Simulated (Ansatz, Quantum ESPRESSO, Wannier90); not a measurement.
# Ballistic channels from Wannier functions: zigzag Be chain, bond 2.15 Å, width 0.8 Å, part 3 of 5

How many channels does the wire offer, and does a small Wannier basis get them right? The wire: zigzag Be chain, bond 2.15 Å, width 0.8 Å.

Quantum ESPRESSO 7.5 and Wannier90 3.1.0; plane-wave DFT, PBE, GBRV ultrasoft pseudopotentials; cross-check by Ansatz 0.2.0 with PAW datasets.

So far. Step 2 (SCF with pw.x): The run needed 10 iterations to bring the estimated error under 1e-07 Ry; the largest force on any atom, held or free, is 0.94 eV/Å.

**6. Wannier functions and transport**

Level of this step: maximally localised Wannier functions and ballistic conductance; plane-wave DFT, PBE, GBRV ultrasoft pseudopotentials (Wannier90).

After disentangling and localising, transport_mode = bulk builds principal layers from hoppings within dist_cutoff and counts open channels.

wan.win

```
num_wann = 8
num_bands = 18
num_iter = 200
num_print_cycles = 20
conv_tol = 1e-8
conv_window = 5
guiding_centres = true
dis_num_iter = 1500
dis_conv_tol = 1e-8
dis_win_min = -13.8424
dis_win_max = 6.1576
dis_froz_max = -1.3424
search_shells = 120
fermi_energy = -2.8424

transport = true
transport_mode = bulk
one_dim_axis = z
dist_cutoff = 19.86
dist_cutoff_mode = one_dim
tran_win_min = -4.0
tran_win_max = 2.0
tran_energy_step = 0.02

bands_plot = true
bands_num_points = 96
begin kpoint_path
G 0.0 0.0 0.0 Z 0.0 0.0 0.5
end kpoint_path

begin projections
Be:s;p
end projections

begin unit_cell_cart
ang
  9.0000000000 0.0000000000 0.0000000000
  0.0000000000 8.0000000000 0.0000000000
  0.0000000000 0.0000000000 3.9912404087
end unit_cell_cart

begin atoms_frac
  Be -0.0444444444 0.0000000000 0.0000000000
  Be 0.0444444444 0.0000000000 0.5000000000
end atoms_frac

mp_grid = 1 1 10
begin kpoints
  0.0 0.0 0.0000000000
  0.0 0.0 0.1000000000
  0.0 0.0 0.2000000000
  0.0 0.0 0.3000000000
  0.0 0.0 0.4000000000
  0.0 0.0 0.5000000000
  0.0 0.0 0.6000000000
  0.0 0.0 0.7000000000
  0.0 0.0 0.8000000000
  0.0 0.0 0.9000000000
end kpoints
```

On the command line:

```
$ OMP_NUM_THREADS=1 wannier90.x wan > wan.run.log
```

The program printed:

```text
[banner, memory and clock lines left out]
+---------------------------------------------------+
             |                                                   |
             |                   WANNIER90                       |
             |                                                   |
             +---------------------------------------------------+
             |                                                   |
             |        Welcome to the Maximally-Localized         |
             |        Generalized Wannier Functions code         |
             |                             |
             |                                                   |
             |                                                   |
             |  Wannier90 Developer Group:                       |
             |    Giovanni Pizzi    (EPFL)                       |
             |    Valerio Vitale    (Cambridge)                  |
             |    David Vanderbilt  (Rutgers University)         |
             |    Nicola Marzari    (EPFL)                       |
             |    Ivo Souza         (Universidad del Pais Vasco) |
             |    Arash A. Mostofi  (Imperial College London)    |
             |    Jonathan R. Yates (University of Oxford)       |
             |                                                   |
             |  For the full list of Wannier90 3.x authors,      |
             |  please check the code documentation and the      |
             |  README on the GitHub page of the code            |
             |                                                   |
             |                                                   |
             |                                                   |
             |  [ref] "Wannier90 as a community code:            |
             |        new features and applications",            |
             |        165902 (2020).                             |
             |            |
             |                                                   |
             |  in any publications arising from the use of      |
             |                                                   |
             |  [ref] "Maximally Localized Generalised Wannier   |
             |         Functions for Composite Energy Bands"     |
             |         N. Marzari and D. Vanderbilt              |
             |         Phys. Rev. B 56 12847 (1997)              |
             |                                                   |
             |  [ref] "Maximally Localized Wannier Functions     |
             |         for Entangled Energy Bands"               |
             |         I. Souza, N. Marzari and D. Vanderbilt    |
             |         Phys. Rev. B 65 035109 (2001)             |
             |                                                   |
             |                                                   |
             | Copyright (c) 1996-2020                           |
             |        The Wannier90 Developer Group and          |
             |        individual contributors                    |
             |                                                   |
             |      Release: 3.1.0        5th March    2020      |
             |                                                   |
             | This program is free software; you can            |
             | redistribute it and/or modify it under the terms  |
             | of the GNU General Public License as published by |
             | the Free Software Foundation; either version 2 of |
             | the License, or (at your option) any later version|
             |                                                   |
             | This program is distributed in the hope that it   |
             | will be useful, but WITHOUT ANY WARRANTY; without |
             | even the implied warranty of MERCHANTABILITY or   |
             | FITNESS FOR A PARTICULAR PURPOSE. See the GNU     |
             | General Public License for more details.          |
             |                                                   |
             | You should have received a copy of the GNU General|
             | Public License along with this program; if not,   |
             | write to the Free Software Foundation, Inc.,      |
             | 675 Mass Ave, Cambridge, MA 02139, USA.           |
             |                                                   |
             +---------------------------------------------------+
[date or host left out]
             +---------------------------------------------------+

 ******************************************************************************
 * -> Using CODATA 2006 constant values                                       *
 *    (                      *
 * -> Using Bohr value from CODATA                                            *
 ******************************************************************************

 Running in serial (with parallel executable)

                                    ------
                                    SYSTEM
                                    ------

                              Lattice Vectors (Ang)
                    a_1     9.000000   0.000000   0.000000
                    a_2     0.000000   8.000000   0.000000
                    a_3     0.000000   0.000000   3.991240

                   Unit Cell Volume:     287.36931  (Ang^3)

                        Reciprocal-Space Vectors (Ang^-1)
                    b_1     0.698132   0.000000   0.000000
                    b_2     0.000000   0.785398   0.000000
                    b_3     0.000000   0.000000   1.574244

 *----------------------------------------------------------------------------*
 |   Site       Fractional Coordinate          Cartesian Coordinate (Ang)     |
 +----------------------------------------------------------------------------+
 | Be   1  -0.04444   0.00000   0.00000   |   -0.40000   0.00000   0.00000    |
 | Be   2   0.04444   0.00000   0.50000   |    0.40000   0.00000   1.99562    |
 *----------------------------------------------------------------------------*
                                ------------
                                K-POINT GRID
                                ------------

             Grid size =  1 x  1 x 10      Total points =   10

 *---------------------------------- MAIN ------------------------------------*
 |  Number of Wannier Functions               :                 8             |
 |  Number of Objective Wannier Functions     :                 8             |
 |  Number of input Bloch states              :                18             |
[...]
+--------------------------------------------------------------------+<-- CONV
 | Iter  Delta Spread     RMS Gradient      Spread (Ang^2)      Time  |<-- CONV
 +--------------------------------------------------------------------+<-- CONV

 Initial State
  WF centre and spread    1  ( -0.884003,  0.000006, -0.000003 )     4.19476194
  WF centre and spread    2  (  0.213208,  0.000011,  1.008121 )    13.76179947
  WF centre and spread    3  ( -0.802644, -0.000000,  0.000001 )     3.08914195
  WF centre and spread    4  ( -0.497645, -0.000001, -0.000000 )     2.28920023
  WF centre and spread    5  (  0.884002,  0.000008,  1.995617 )     4.19475960
  WF centre and spread    6  ( -0.213210,  0.000006,  3.003741 )    13.76180315
  WF centre and spread    7  (  0.802644, -0.000001,  1.995621 )     3.08914104
  WF centre and spread    8  (  0.497645, -0.000001,  1.995620 )     2.28920020
  Sum of centres and spreads ( -0.000004,  0.000028,  9.998718 )    46.66980758

      0     0.467E+02     0.0000000000       46.6698075835       0.51  <-- CONV
        O_D=     10.4540649 O_OD=     19.6984528 O_TOT=     46.6698076 <-- SPRD
 Cycle:      1
  WF centre and spread    1  ( -0.898632,  0.000006, -0.000999 )     4.22605532
  WF centre and spread    2  (  0.202689,  0.000011,  0.989308 )     9.61135170
  WF centre and spread    3  ( -0.801831, -0.000000,  0.004608 )     3.07762084
  WF centre and spread    4  ( -0.497645, -0.000001, -0.000000 )     2.28920023
  WF centre and spread    5  (  0.898631,  0.000009,  1.994621 )     4.22605335
  WF centre and spread    6  ( -0.202691,  0.000006,  2.984928 )     9.61135391
  WF centre and spread    7  (  0.801831, -0.000001,  2.000228 )     3.07761999
  WF centre and spread    8  (  0.497645, -0.000001,  1.995620 )     2.28920020
  Sum of centres and spreads ( -0.000004,  0.000029,  9.968314 )    38.40845554

      1    -0.826E+01    18.2677379231       38.4084555395       0.51  <-- CONV
        O_D=      3.5558630 O_OD=     18.3353026 O_TOT=     38.4084555 <-- SPRD
 Delta: O_D= -0.6898202E+01 O_OD= -0.1363150E+01 O_TOT= -0.8261352E+01 <-- DLTA
 Cycle:     20
[...]
Sum of centres and spreads ( -0.000007,  7.999987,  9.978615 )    19.75856311

     20    -0.177E+00     1.6880191203       19.7585631104       0.52  <-- CONV
        O_D=      0.0536658 O_OD=      3.1876074 O_TOT=     19.7585631 <-- SPRD
 Delta: O_D= -0.4674995E-01 O_OD= -0.1304064E+00 O_TOT= -0.1771563E+00 <-- DLTA
 Cycle:     40
[...]
Sum of centres and spreads ( -0.000007,  7.999976,  9.978109 )    19.46225194

     40    -0.392E-03     0.0814080123       19.4622519386       0.53  <-- CONV
        O_D=      0.0216199 O_OD=      2.9233421 O_TOT=     19.4622519 <-- SPRD
 Delta: O_D= -0.3458600E-04 O_OD= -0.3571462E-03 O_TOT= -0.3917322E-03 <-- DLTA
 Cycle:     60
[...]
Sum of centres and spreads ( -0.000007,  7.999973,  9.978085 )    19.46108745

     60    -0.217E-05     0.0051819624       19.4610874492       0.54  <-- CONV
        O_D=      0.0214472 O_OD=      2.9223503 O_TOT=     19.4610874 <-- SPRD
 Delta: O_D= -0.2396828E-05 O_OD=  0.2279375E-06 O_TOT= -0.2168890E-05 <-- DLTA
 Cycle:     80
[...]
Sum of centres and spreads ( -0.000007,  7.999970,  9.978086 )    19.46107852

     80    -0.488E-07     0.0009573084       19.4610785185       0.55  <-- CONV
        O_D=      0.0214357 O_OD=      2.9223529 O_TOT=     19.4610785 <-- SPRD
 Delta: O_D=  0.3997230E-07 O_OD= -0.8876163E-07 O_TOT= -0.4878932E-07 <-- DLTA

             <<<     Delta < 1.000E-08  over  5 iterations     >>>
             <<< Wannierisation convergence criteria satisfied >>>

 Final State
  WF centre and spread    1  ( -1.510572,  3.999993, -0.000006 )     4.20691176
  WF centre and spread    2  (  0.000049,  0.000002,  0.997779 )     1.44125011
  WF centre and spread    3  ( -1.213976, -0.000000,  0.000030 )     1.79317829
  WF centre and spread    4  ( -0.497645, -0.000004, -0.000000 )     2.28920022
  WF centre and spread    5  (  1.510565,  3.999986,  1.995613 )     4.20690966
  WF centre and spread    6  ( -0.000049,  0.000002,  2.993400 )     1.44125023
  WF centre and spread    7  (  1.213976,  0.000000,  1.995650 )     1.79317786
  WF centre and spread    8  (  0.497645, -0.000009,  1.995620 )     2.28920022
  Sum of centres and spreads ( -0.000007,  7.999969,  9.978085 )    19.46107833

         Spreads (Ang^2)       Omega I      =    16.517289928
        ================       Omega D      =     0.021435437
                               Omega OD     =     2.922352968
    Final Spread (Ang^2)       Omega Total  =    19.461078332
 Time for wannierise            0.052 (sec)

 Writing checkpoint file wan.chk... done

 *---------------------------------------------------------------------------*
 |                               PLOTTING                                    |
 *---------------------------------------------------------------------------*

 Translated centres
    translation centre in fractional coordinate:  0.000000  0.000000  0.250000
  WF centre     1  ( -1.510572,  3.999993, -0.000006 )
  WF centre     2  (  0.000049,  0.000002,  0.997779 )
  WF centre     3  ( -1.213976, -0.000000,  0.000030 )
  WF centre     4  ( -0.497645, -0.000004, -0.000000 )
  WF centre     5  (  1.510565,  3.999986,  1.995613 )
  WF centre     6  ( -0.000049,  0.000002,  2.993400 )
  WF centre     7  (  1.213976,  0.000000,  1.995650 )
  WF centre     8  (  0.497645, -0.000009,  1.995620 )

 Calculating interpolated band-structure

 Time to calculate interpolated band structure       0.008 (sec)

 Time for plotting              0.011 (sec)

 *---------------------------------------------------------------------------*
 |                              TRANSPORT                                    |
 *---------------------------------------------------------------------------*

 Calculation of Quantum Conductance and DoS: bulk mode

 Maximum imaginary part of the real-space Hamiltonian:     0.021089

     Maximum real part of the real-space Hamiltonian at each lattice point
            Lattice point R           Max |H_ij(R)|
                  -6                     0.000000
                  -5                     0.001931
                  -4                     0.003230
                  -3                     0.038096
                  -2                     0.140938
                  -1                     1.359544
                   0                     4.484553
                   1                     1.359544
                   2                     0.140938
                   3                     0.038096
                   4                     0.003230
                   5                     0.001931
                   6                     0.000000

 Number of unit cells inside the principal layer:     5
 Number of Wannier Functions inside the principal layer:    40

 Calculating quantum conductance and density of states... done

 Time for transport             1.314 (sec)
 Total Execution Time           1.919 (sec)

 *===========================================================================*
 |                             TIMING INFORMATION                            |
 *===========================================================================*
 |    Tag                                                Ncalls      Time (s)|
 |---------------------------------------------------------------------------|
 |kmesh: get                                        :         1         0.012|
 |overlap: allocate                                 :         1         0.000|
 |overlap: read                                     :         1         0.017|
 |dis: main                                         :         1         0.508|
 |wann: main                                        :         1         0.052|
 |plot: main                                        :         1         0.011|
 |tran: main                                        :         1         1.314|
 *---------------------------------------------------------------------------*

 All done: wannier90 exiting
[key lines of the parts left out:]
|  Fermi energy (eV)                         :            -2.842             |
```

It took 2.4 s on 1 MPI rank of Arm Neoverse V1, shared host; peak memory 0.09 GiB.

Read from the output:

| Property | Result |
| --- | --- |
| lead channels at the Fermi level, one spin | 9.92e-4 |
| total spread | 19.46 Å² |
| gauge-invariant spread | 16.52 Å² |
| largest misfit to plane-wave levels between mesh points, inside the frozen window | 0.007549 eV |

Per spin. The quantum conductance of the perfect wire, open channels by energy, zero at the Fermi level:

| energy (eV) | quantum conductance of the perfect wire, open channels |
| --- | --- |
| -4.0000 | 1.000 |
| -3.7600 | 1 |
| -3.5000 | 1 |
| -3.2600 | 1 |
| -3.0000 | 1 |
| -2.7600 | 1 |
| -2.5000 | 1 |
| -2.2600 | 1 |
| -2.0000 | 1 |
| -1.7600 | 1 |
| -1.5000 | 1 |
| -1.2600 | 1 |
| -1.0200 | 1 |
| -0.7600 | 1 |
| -0.5000 | 1 |
| -0.2600 | 1 |
| 0.0000 | 9.9e-4 |
| 0.2400 | 3.00 |
| 0.5000 | 3.00 |
| 0.7400 | 2 |
| 1.0000 | 2 |
| 1.2400 | 2 |
| 1.5000 | 2 |
| 1.7400 | 2 |
| 2.0000 | 2 |

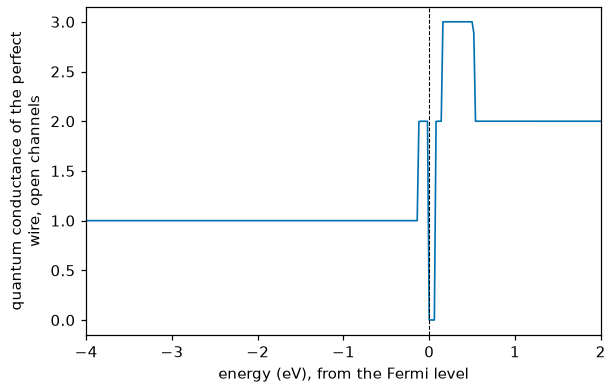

Quantum conductance of the perfect wire, open channels, plotted against energy.

Wannier functions:

| no. | x (Å) | y (Å) | z (Å) | spread (Å²) |
| --- | --- | --- | --- | --- |
| 1 | -1.511 | 4 | -6.00e-6 | 4.207 |
| 2 | 4.90e-5 | 2.00e-6 | 0.9978 | 1.441 |
| 3 | -1.214 | 0 | 3.00e-5 | 1.793 |
| 4 | -0.4976 | -4.00e-6 | 0 | 2.289 |
| 5 | 1.511 | 4 | 1.996 | 4.207 |
| 6 | -4.90e-5 | 2.00e-6 | 2.993 | 1.441 |
| 7 | 1.214 | 0 | 1.996 | 1.793 |
| 8 | 0.4976 | -9.00e-6 | 1.996 | 2.289 |

The electronic bands at the labelled points (eV, zero at the Fermi level; v1 is the highest filled band, c1 the lowest empty one):

| point | v2 | v1 | c1 | c2 | c3 | c4 |
| --- | --- | --- | --- | --- | --- | --- |
| Γ | -4.20 | -0.12 | 0.15 | 0.52 | 3.08 | 4.49 |
| Z | -2.56 | -2.56 | 1.76 | 1.76 | 2.34 | 2.34 |

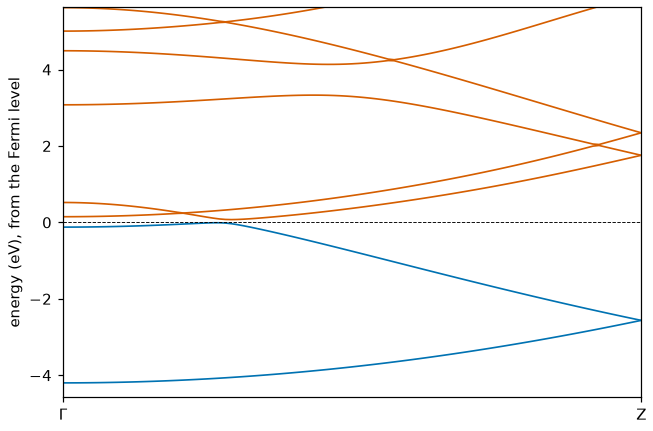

Electronic bands along the path; lines of filled and empty bands in two colours.

Bands and channels are those of the Wannier model: bands that were not projected, and all outside the frozen window, are missing or only approximate.

At least 2 of the functions sit far from every atom, off the bonds: the outer window has let in states of the vacuum, so the basis is not the atomic one that was projected.

**7. Neighbour list from wannier90 -pp, with dis_froz_max − E_F = -2.0**

A sensitivity test on the input.

wan_w.win, as its differences from the input of step 6:

```diff
@@ -11,3 +11,3 @@
 dis_win_max = 6.1576
-dis_froz_max = -1.3424
+dis_froz_max = -4.8424
 search_shells = 120
```

On the command line:

```
$ OMP_NUM_THREADS=1 wannier90.x -pp wan_w > wan_w.pp.log
```

Elapsed: 0.46 s, on 1 MPI rank; peak memory 0.09 GiB.

**8. Overlaps and projections**

The follow-up step for that run.

wan_w.p2w.in

```
&inputpp
  prefix = 'nscf'
  outdir = './out'
  seedname = 'wan_w'
  write_mmn = .true.
  write_amn = .true.
  write_unk = .false.
/
```

On the command line:

```
$ OMP_NUM_THREADS=1 mpirun -n 2 pw2wannier90.x -in wan_w.p2w.in > wan_w.p2w.out
```

Run time: 4.5 s. Hardware: 2 MPI ranks; peak memory 0.11 GiB; 8.8 s of CPU time.

[end of part 3 of 5]

[Logs are printed without paths, hosts, clocks, repeated set-up lines and the standing remarks that a program may print on its own settings, such as how far it seeks lower states.]

[Hosts, paths, dates, database ids (printed as entryN), source tags and the programs' standing remarks are cut or masked in the printed files.]

[Maps of the electrostatic potential energy from Ansatz leave out the sawtooth potential of an applied field or a dipole correction, so their vacuum need not be flat; planar profiles and work functions include it.]
